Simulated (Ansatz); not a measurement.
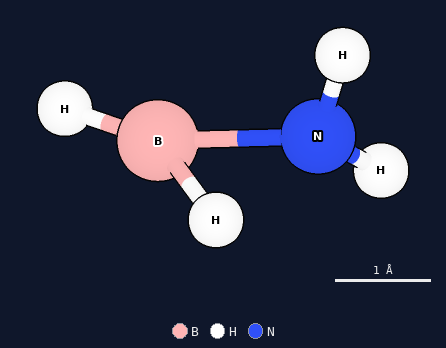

*The structure as given in the input (ball-and-stick view, seen at a tilt).*

# Nudged elastic band of BNH₄

The run: nudged elastic band of BNH₄. Method and program: RKS B3LYP/def2-SVPD (Ansatz 0.2.0).

One setting was made poor on purpose. It belongs to a series of runs on one base structure; here: band between the two ends.

## Input file
```yaml
crystal:
  periodic: [false, false, false]
  atoms:
    - { symbol: B, position_ang: [0.0, 0.0, 0.0] }
    - { symbol: H, position_ang: [0.685, 0.0, 1.2095] }
    - { symbol: "N", position_ang: [1.7396, 0.0, 0.1903] }
    - { symbol: H, position_ang: [2.2062, -0.9179, -0.0615] }
    - { symbol: H, position_ang: [2.191, 0.9179, -0.0879] }
    - { symbol: H, position_ang: [-1.0305, 0.0, -0.595] }
basis:
  gaussian: { orbitals: def2-SVPD }
hamiltonian:
  xc: b3lyp
neb:
  order_check: false
  images: 7
  f_tol: 0.05
  max_iterations: 60
  final_atoms:
    - { symbol: B, position_ang: [0.0, 0.0, 0.0] }
    - { symbol: H, position_ang: [0.685, 0.0, 1.2095] }
    - { symbol: "N", position_ang: [1.7396, 0.0, 0.1903] }
    - { symbol: H, position_ang: [2.2062, -0.9179, -0.0615] }
    - { symbol: H, position_ang: [2.191, 0.9179, -0.0879] }
    - { symbol: H, position_ang: [-1.0305, 0.0, -0.595] }
  initial_path:
    images:
      - { positions_ang: [[0.0, 0.0, 0.0], [0.685, 0.0, 1.2095], [1.7396, 0.0, 0.1903], [2.2062, -0.9179, -0.0615], [2.191, 0.9179, -0.0879], [-1.0305, 0.0, -0.595]] }
      - { positions_ang: [[0.0, 0.0, 0.0], [0.685, 0.0, 1.2095], [1.7396, 0.0, 0.1903], [2.2062, -0.9179, -0.0615], [2.191, 0.9179, -0.0879], [-1.0305, 0.0, -0.595]] }
      - { positions_ang: [[0.0, 0.0, 0.0], [0.685, 0.0, 1.2095], [1.7396, 0.0, 0.1903], [2.2062, -0.9179, -0.0615], [2.191, 0.9179, -0.0879], [-1.0305, 0.0, -0.595]] }
      - { positions_ang: [[0.0, 0.0, 0.0], [0.685, 0.0, 1.2095], [1.7396, 0.0, 0.1903], [2.2062, -0.9179, -0.0615], [2.191, 0.9179, -0.0879], [-1.0305, 0.0, -0.595]] }
      - { positions_ang: [[0.0, 0.0, 0.0], [0.685, 0.0, 1.2095], [1.7396, 0.0, 0.1903], [2.2062, -0.9179, -0.0615], [2.191, 0.9179, -0.0879], [-1.0305, 0.0, -0.595]] }
      - { positions_ang: [[0.0, 0.0, 0.0], [0.685, 0.0, 1.2095], [1.7396, 0.0, 0.1903], [2.2062, -0.9179, -0.0615], [2.191, 0.9179, -0.0879], [-1.0305, 0.0, -0.595]] }
      - { positions_ang: [[0.0, 0.0, 0.0], [0.685, 0.0, 1.2095], [1.7396, 0.0, 0.1903], [2.2062, -0.9179, -0.0615], [2.191, 0.9179, -0.0879], [-1.0305, 0.0, -0.595]] }
      - { positions_ang: [[0.0, 0.0, 0.0], [0.685, 0.0, 1.2095], [1.7396, 0.0, 0.1903], [2.2062, -0.9179, -0.0615], [2.191, 0.9179, -0.0879], [-1.0305, 0.0, -0.595]] }
      - { positions_ang: [[0.0, 0.0, 0.0], [0.685, 0.0, 1.2095], [1.7396, 0.0, 0.1903], [2.2062, -0.9179, -0.0615], [2.191, 0.9179, -0.0879], [-1.0305, 0.0, -0.595]] }
```

Run as:
```bash
ansatz run input.yaml --threads 1 --pin off --max-ram 2048MiB --backend cpu --events-out ev --progress --plain --runs-dir out
```

## What the program printed
```
Error: invalid value for `neb.final_atoms`: is identical to crystal.atoms — the two endpoints must differ for a path to exist
```

## Outcome

| quantity | value |
| --- | --- |
| outcome | refused by the program |
| hardware | 1 thread of Intel Xeon (Granite Rapids), 32 GiB of memory available, shared host |

The program refused the input: “invalid value for `neb.final_atoms`: is identical to crystal.atoms — the two endpoints must differ for a path to exist” A deliberately poor setting: ends not relaxed.
